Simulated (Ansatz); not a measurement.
The reference is SiC in the zinc blende structure (space group F-43m, No. 216; a = 4.357 Å). Axes: x, y, z lie along the cube axes.

Perturbation: biaxial strain +1.26 %, plane normal [001], relaxed out of plane (Cartesian); in-plane vectors clamped, the third vector and the atoms free.

All numbers come from r2SCAN, PAW, 500 eV (Ansatz, an electronic-structure program; without spin-orbit coupling), earlier PAW set.

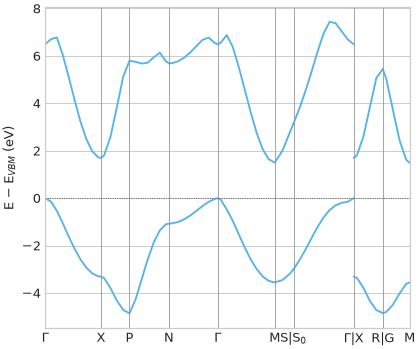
Figure. Highest valence and lowest conduction band along the path of the changed cell's own zone

The gap is 1.50 eV, indirect, Γ → M; the base has 1.71 eV.

No phonon test of stability was made. k-point labels follow each cell's own Brillouin zone.
